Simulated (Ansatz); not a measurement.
**triplet C2H5GeN at 6 levels**

We compute a comparison of 6 runs (UHF/STO-3G, U-r2SCAN/def2-SVP, U-r2SCAN0/def2-SVP, UCAM-B3LYP/def2-SVP, UHSE06/def2-SVP, UCCSD(T)/def2-SVP) of triplet C2H5GeN. 

The calculation is run with Ansatz 0.2.0.

82 further runs of the same task are left out: 82 set aside as unsound or not needed.

## Step 1: The structure to begin with

C2H5GeN has 9 atoms, charge 0, and is taken as a triplet. As SMILES of the parent species, `C1=[N][GeH2][CH2]1`. Geometry: relaxed at PBE0-D4/def2-TZVP. That shape belongs to the parent species and isn't relaxed for this state.

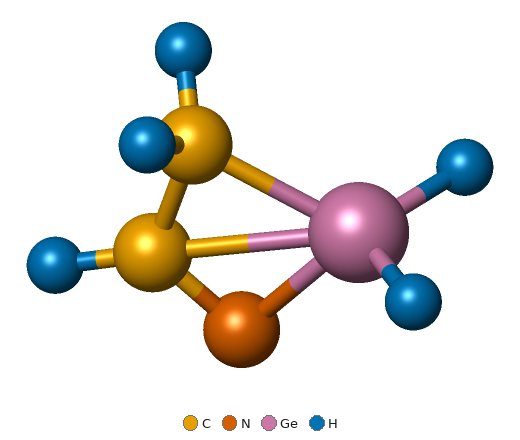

Viewed from a chosen angle; carbon amber, nitrogen orange, germanium pink, hydrogen blue.

## Step 2: The energy at UHF/STO-3G (run 1)

File run.yaml:

```yaml
basis:
  gaussian: {orbitals: STO-3G}
crystal:
  periodic: [false, false, false]
  atoms:
    - {symbol: C, position_ang: [-0.186800, -0.549700, -1.075100]}
    - {symbol: N, position_ang: [1.035900, -0.182500, -1.141500]}
    - {symbol: Ge, position_ang: [0.903900, 0.560600, 0.613000]}
    - {symbol: C, position_ang: [-0.885400, -0.197100, 0.218500]}
    - {symbol: H, position_ang: [-0.675600, -1.079500, -1.903400]}
    - {symbol: H, position_ang: [1.056500, 2.089100, 0.684100]}
    - {symbol: H, position_ang: [1.776000, -0.127000, 1.676700]}
    - {symbol: H, position_ang: [-1.720500, 0.497400, 0.107000]}
    - {symbol: H, position_ang: [-1.215600, -1.057700, 0.803700]}
hamiltonian: {xc: hf}
magnetization: {spin_polarized: true, initial_magnetization: 2}
accuracy: high
output: {orbitals: {seedname: orbitals}}
```

Command:

```bash
$ ansatz run run.yaml --threads 1 --pin off --max-ram 3480MiB --events-out events.jsonl --progress --plain --runs-dir runs
```

The log of the run:

```text
Warning: RAYON_NUM_THREADS=1 ignored (pool sized by the plan → 1); use --threads N
Functional definition: HF
  name "HF"
  exchange = exact_x
  correlation = 0
715 factors; integrals over basis functions are off by at most 3.5e-9 eV
mean field evaluation 1: about -59401.2470 eV, gradient 1.4e1 eV
mean field evaluation 2: about -59401.4155 eV, gradient 1.4e1 eV
mean field evaluation 4: about -59403.6950 eV, gradient 2.7e0 eV
mean field evaluation 8: about -59403.9244 eV, gradient 1.2e-1 eV
mean field evaluation 16: about -59403.9231 eV, gradient 2.0e-8 eV
mean field evaluation 32: about -59402.7541 eV, gradient 8.3e0 eV
mean field evaluation 64: about -59403.5374 eV, gradient 2.7e0 eV
mean field -59403.92306516 eV, -2183.0539072195 hartree, gradient 2.0e-8 eV, S^2 2.008627; 3 other end points of the search recorded, 0 dependent functions left out
reference -59403.92306516 eV, -2183.0539072195 hartree; 29, 27 occupied and 9, 11 virtual orbitals, 715 factors
Total energy: -59403.92306516 eV, -2183.0539072195 hartree
```

Wall time 1 s (1 thread of AMD EPYC 9R45 (Zen 5), shared host); peak memory 0.12 GiB.

## Step 3: The energy at U-r2SCAN/def2-SVP (run 2)

File job.yaml:

```yaml
crystal:
  periodic: [false, false, false]
  atoms:
    - {symbol: C, position_ang: [-0.186800, -0.549700, -1.075100]}
    - {symbol: N, position_ang: [1.035900, -0.182500, -1.141500]}
    - {symbol: Ge, position_ang: [0.903900, 0.560600, 0.613000]}
    - {symbol: C, position_ang: [-0.885400, -0.197100, 0.218500]}
    - {symbol: H, position_ang: [-0.675600, -1.079500, -1.903400]}
    - {symbol: H, position_ang: [1.056500, 2.089100, 0.684100]}
    - {symbol: H, position_ang: [1.776000, -0.127000, 1.676700]}
    - {symbol: H, position_ang: [-1.720500, 0.497400, 0.107000]}
    - {symbol: H, position_ang: [-1.215600, -1.057700, 0.803700]}
basis:
  gaussian:
    orbitals: def2-SVP
magnetization:
  spin_polarized: true
  initial_magnetization: 2
hamiltonian:
  xc: r2scan
accuracy: high
output: {orbitals: {seedname: orbitals}}
```

Command:

```bash
$ ansatz run job.yaml --threads 1 --pin off --max-ram 3480MiB --events-out events.jsonl --progress --plain --runs-dir runs
```

The log of the run:

```text
Warning: RAYON_NUM_THREADS=1 ignored (pool sized by the plan → 1); use --threads N
Functional definition: r2SCAN
  name "r2SCAN"
  parameter k0 = 0.174
  parameter k1 = 0.065
  parameter a1 = 4.9479
  exchange = r2scan_x(k0 = k0, k1 = k1, a1 = a1)
  correlation = r2scan_c
2271 factors; integrals over basis functions are off by at most 4.6e-9 eV
mean field evaluation 1: about -60138.1190 eV, gradient 4.0e1 eV
mean field evaluation 2: about -60101.4530 eV, gradient 8.5e1 eV
mean field evaluation 4: about -60146.0829 eV, gradient 6.2e0 eV
mean field evaluation 8: about -60146.2802 eV, gradient 3.4e-1 eV
mean field evaluation 16: about -60146.2810 eV, gradient 2.1e-4 eV
mean field evaluation 32: about -60146.2714 eV, gradient 1.1e0 eV
mean field -60146.28102863 eV, -2210.3350591886 hartree, gradient 8.2e-8 eV, S^2 2.009752; 3 other end points of the search recorded, 0 dependent functions left out
reference -60146.28103070 eV, -2210.3350592647 hartree; 29, 27 occupied and 70, 72 virtual orbitals, 2271 factors
Total energy: -60146.28103070 eV, -2210.3350592647 hartree
```

It took 13 s on 1 thread of AMD EPYC 9R45 (Zen 5), shared host; peak memory 0.49 GiB.

Runs 3 to 5 aren't shown in full; the table further down has their settings and results.

## Step 4: The energy at UCCSD(T)/def2-SVP (run 6)

File molecule.yaml:

```yaml
basis:
  gaussian: {orbitals: def2-SVP}
crystal:
  periodic: [false, false, false]
  atoms:
    - symbol: C
      position_ang: [-0.186800, -0.549700, -1.075100]
    - symbol: "N"
      position_ang: [1.035900, -0.182500, -1.141500]
    - symbol: Ge
      position_ang: [0.903900, 0.560600, 0.613000]
    - symbol: C
      position_ang: [-0.885400, -0.197100, 0.218500]
    - symbol: H
      position_ang: [-0.675600, -1.079500, -1.903400]
    - symbol: H
      position_ang: [1.056500, 2.089100, 0.684100]
    - symbol: H
      position_ang: [1.776000, -0.127000, 1.676700]
    - symbol: H
      position_ang: [-1.720500, 0.497400, 0.107000]
    - symbol: H
      position_ang: [-1.215600, -1.057700, 0.803700]
accuracy: high
scf: {omitted_lower_state_checks: [cluster_reference, increment]}
total_charge: 0
magnetization: {spin_polarized: true, initial_magnetization: 2}
correlation: {method: ccsd_t, frozen_orbitals: {C: 1, Ge: 9, H: 0, "N": 1}}
```

Command:

```bash
$ ansatz run molecule.yaml --threads 1 --pin off --max-ram 3480MiB --events-out events.jsonl --progress --plain --runs-dir runs
```

The log of the run, cut to the lines that bear on the results:

```text
Warning: RAYON_NUM_THREADS=1 ignored (pool sized by the plan → 1); use --threads N
[... 2 set-up lines as earlier in the session ...]
[...]
2271 factors; integrals over basis functions are off by at most 4.6e-9 eV
[...]
mean field -60080.63279338 eV, -2207.9225310410 hartree, gradient 3.2e-8 eV, S^2 2.024503; 7 other end points of the search recorded, 0 dependent functions left out
12 core orbitals not correlated: weight in the atoms' cores, before any rotation towards them, 1.000 or more for the frozen orbitals, at most 0.000 for the correlated occupied ones
reference -60080.63279338 eV, -2207.9225310410 hartree; 17, 15 occupied and 70, 72 virtual orbitals, 2271 factors
second order -16.75091451 eV of doubles, -0.00000000 eV of singles
cycle   1  -17.12324069 eV  change   -3.7e-1 eV  update   1.0e-1
[...]
cycle  32  -17.79288416 eV  change    1.4e-9 eV  update   3.5e-9
perturbative correction -0.59124427 eV, -0.0217278263 hartree
Total energy: -60099.01692181 eV, -2208.5981352996 hartree
Checks for a lower state left out: cluster_reference, increment
```

Wall time 96 s (1 thread of AMD EPYC 9R45 (Zen 5), shared host); peak memory 1.4 GiB.

## Step 5: All runs side by side

```csv
run,level,frozen core orbitals,energy (Eh),HOMO energy (eV),⟨S²⟩,wall time
1,UHF/STO-3G,–,-2183.053907,-3.91,2.009,1 s
2,U-r2SCAN/def2-SVP,–,-2210.335059,-1.84,2.010,13 s
3,U-r2SCAN0/def2-SVP,–,-2210.301453,-3.12,2.012,19 s
4,UCAM-B3LYP/def2-SVP,–,-2210.460219,-4.12,2.007,11 s
5,UHSE06/def2-SVP,–,-2209.991777,-2.41,2.008,11 s
6,UCCSD(T)/def2-SVP,12,-2208.598135,–,2.025,96 s
```

## Step 6: What came out

| quantity | value |
| --- | --- |
| run 6: total energy | -2208.59814 Eh |
| run 6: correlation energy (12 core orbitals frozen) | -675.6 mEh |
| run 6: (T) correction | -21.73 mEh |
| run 6: ⟨S²⟩ of the reference determinant | 2.025 |
| run 6: T1 diagnostic | 0.017 |

What this shows: Totals of different functionals can't be ranked against each other. In run 1 the basis is minimal, so the values are rough. All runs together took 2.5 min, the longest 96 s.
